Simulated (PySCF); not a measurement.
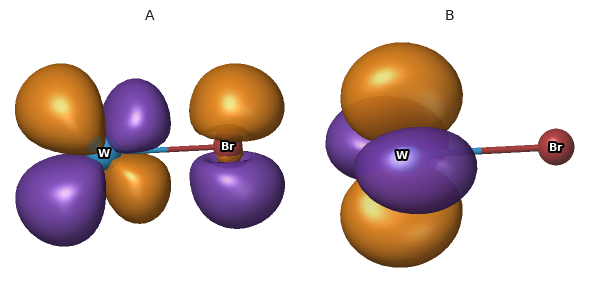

Figure. WBr (sextet). Two frontier α-spin orbitals, each drawn at the value that holds 80 % of its norm (orange and purple are the two phases), in no order; of a degenerate pair one member is drawn.

Core potentials replace the inner electrons of W.

Computed with PBE0/def2-TZVPPD, non-relativistic Hamiltonian with scalar-relativistic core potentials where named, at a bond length of 2.432 Å in PySCF.

Question: Name the orbitals and rank them from lowest to highest energy.

Answer: Orbital B: δ, occupied in this spin, −6.45 eV; almost wholly on W.
Orbital A: π, occupied in this spin, −6.01 eV; mainly on W (75 %).
